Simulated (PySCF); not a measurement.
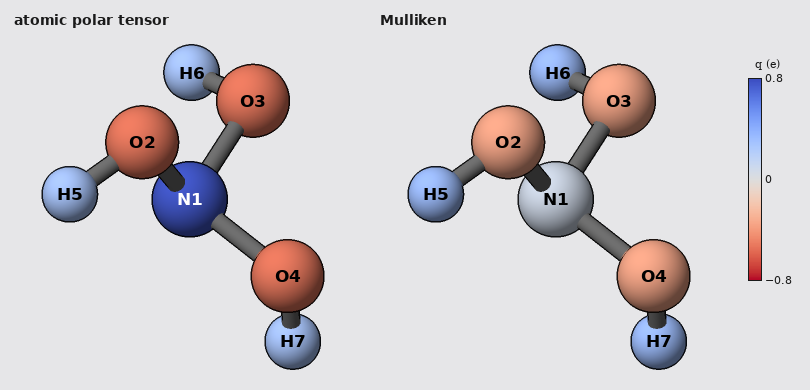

Atomic charges of one calculation by 2 schemes, on one colour scale. The geometry was computed by an optimisation with PBE0/def2-TZVP. Computed with PBE0/def2-TZVP (PySCF 2.14.0).

**Which scheme gives the most polar picture (largest mean size of the charges)?**

The atomic polar tensor charges are the largest in size here.

List the charges (e), one line for each set of equivalent atoms.

```json
{"atom": "N1", "atomic polar tensor": "0.75", "Mulliken": "0.07"}
{"atom": "O2, O3, O4", "atomic polar tensor": "−0.52", "Mulliken": "−0.34"}
{"atom": "H5, H6, H7", "atomic polar tensor": "0.27", "Mulliken": "0.32"}
```

This isn't the lowest structure that the search found: a singlet minimum of Cs symmetry lies 13 kJ/mol lower at the level of the geometry.
